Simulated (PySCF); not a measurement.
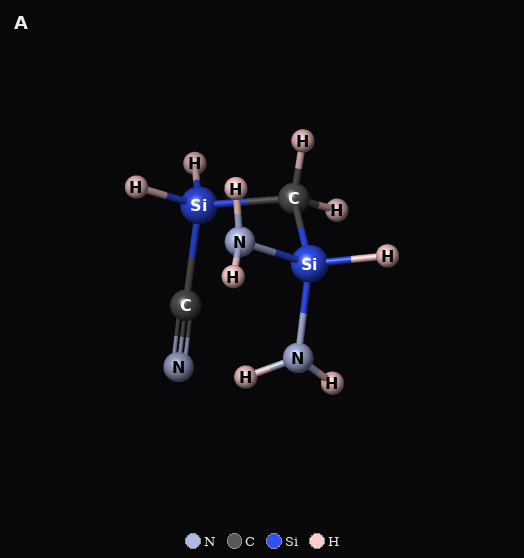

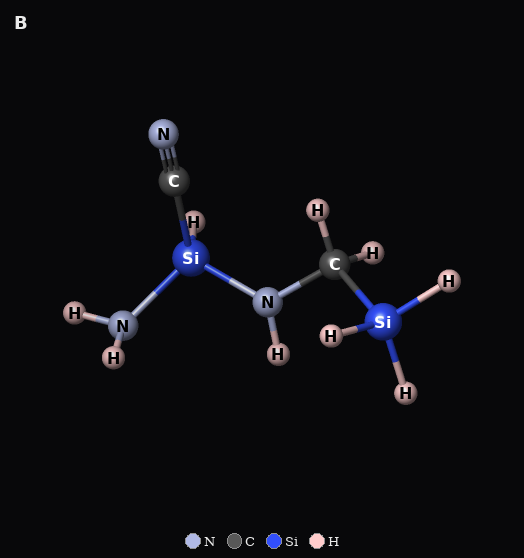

2 stationary structures of one formula. Geometries: GFN2-xTB. Electronic energies: PBE0/pcSseg-1 (PySCF 2.14.0), without zero-point energy. No frequency run is at hand to confirm each as a minimum. Each is one conformer, not always the lowest.

Are they conformers, stereoisomers or constitutional isomers?

They are constitutional isomers of C2H9N3Si2: A `N#C[SiH2]C[SiH](N)N`, B `N#C[Si@H](N)NC[SiH3]`.

Which structure is the most stable?

A is lowest; B lies 0.907 eV above it.

The geometry is semi-empirical. Around Si such bond lengths and angles can be off by a tenth of an ångström or more and by several degrees, and values that hang on the shape move with them.
